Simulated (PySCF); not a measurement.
NiF (charge −1, triplet)

```yaml
atoms:
  - { symbol: Ni, position_ang: [0.0000, 0.0000, -0.4531] }
  - { symbol: F, position_ang: [0.0000, 0.0000, 1.3819] }
```

Level of theory: PBE0/def2-TZVPPD, non-relativistic Hamiltonian with scalar-relativistic core potentials where named, at a bond length of 1.835 Å in PySCF.

> What can the converged electron density, electron localisation function and spin density tell about the bonding?

Ni–F (1.83 Å): the density is about 0.73 e/Å³ at the midpoint; the ELF peaks at about 0.85 in the valence shell of F, 0.6 Å from its nucleus, and is about 0.15 at the midpoint.
The unpaired spin (2 electrons) lies mostly on Ni1 (about 1.9) and F2 (about 0.1), in electrons by Hirshfeld's partition.

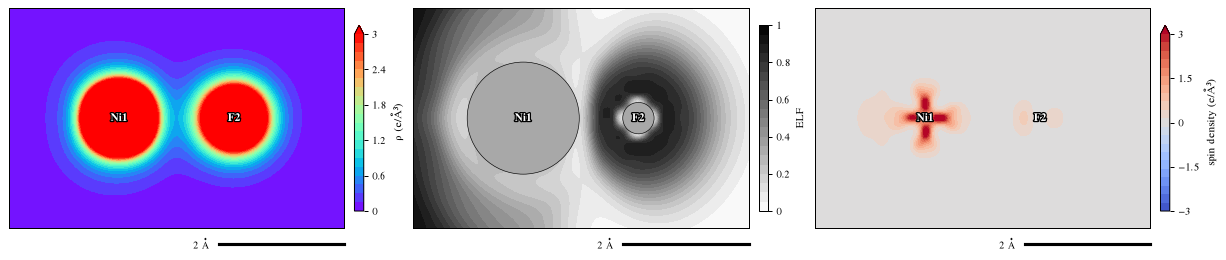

Computed electron density, electron localisation function and spin density on a plane that holds the molecular axis, in this order. Grey discs cover the atomic cores in the ELF map. 
